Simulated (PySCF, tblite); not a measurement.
# C₅H₈FO₂S radical: geometry, infrared bands and EPR parameters

Aim: predict the infrared bands and EPR parameters of C₅H₈FO₂S radical (`O=S1(=O)[CH]CC[C@@H]1CF`).

Computed with tblite 0.8.0 and PySCF 2.14.0, with density-fitted response routines of our own, on a single molecule in the gas phase. Atoms count from 0, in the outputs and in this text.

**1. The starting structure**

17 atoms, charge 0, multiplicity 2; geometry from: force field or distance geometry start.

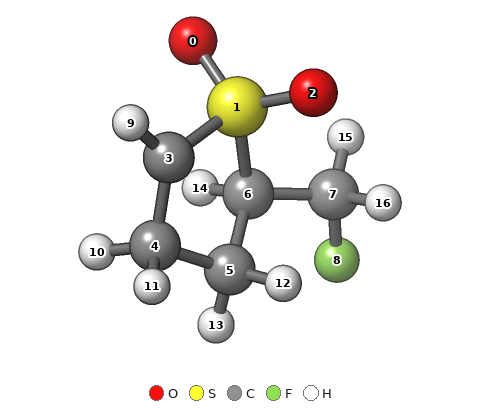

As it starts; oxygen red, sulfur yellow, carbon grey, fluorine green, hydrogen white, atoms numbered.

**2. Geometry optimisation with GFN2-xTB**

Job settings and geometry (Å):

```
{"job": {"kind": "relax", "xc": "GFN2-xTB", "basis": "xTB"}, "charge": 0, "multiplicity": 2}
O      0.158500     1.022500     2.422900
S      0.200600     1.124900     0.972300
O     -0.148100     2.323900     0.275500
C      1.754600     0.600300     0.419500
C      1.667900    -0.636100    -0.405300
C      0.212800    -0.715100    -0.900100
C     -0.664700    -0.268300     0.270400
C     -2.058500     0.118300    -0.124000
F     -2.692800    -0.998800    -0.601500
H      2.655200     0.999600     0.854200
H      1.919900    -1.512800     0.190600
H      2.356700    -0.588100    -1.256900
H      0.078800    -0.038900    -1.743700
H     -0.031500    -1.726000    -1.236200
H     -0.690200    -1.057400     1.031300
H     -2.642900     0.489900     0.735700
H     -2.083300     0.874200    -0.914600
```

The run is started by

```sh
OMP_NUM_THREADS=1 python probes_run.py task.json out
```

The driver reads the jobs from task.json and runs them one after another.

**Question.** This job is followed by: GFN2-xTB harmonic vibrations, gas phase; UKS B3LYP, pcH-1 on C F H O S, non-relativistic, mean-field spin-orbit, GIAO. What will the session give for the following? strongest single infrared mode (GFN2-xTB); zero-point energy (GFN2-xTB); g(iso) (B3LYP); ⟨S²⟩; largest a(iso); surface potential, least and greatest.

The runs gave:

| quantity | value |
| --- | --- |
| strongest single infrared mode (GFN2-xTB) | 1239 cm⁻¹, 399 km/mol |
| zero-point energy (GFN2-xTB) | 78.3 kcal/mol |
| g(iso) (B3LYP) | 2.00238 |
| ⟨S²⟩ | 0.754 (exact 0.75) |
| largest a(iso) | 1H on H10, 152.3 MHz |
| surface potential, least and greatest | -1.60 V and 1.46 V |

Over 61 steps the energy fell by 0.147 eV; of the close pairs, S1–C6 changed most, 1.784 to 1.837 Å. All 45 modes are real, so the xTB geometry is a minimum. The strongest single mode, at 1239 cm⁻¹, is spread over several atoms, S1, O0, O2 among them. GFN2-xTB is a fitted tight-binding method: band positions and strengths are rough. Its intensities can rank the bands wrongly. C3 carries the largest spin population, 0.94 e. The isotropic g lies 0.1 ppt above the free-electron value.
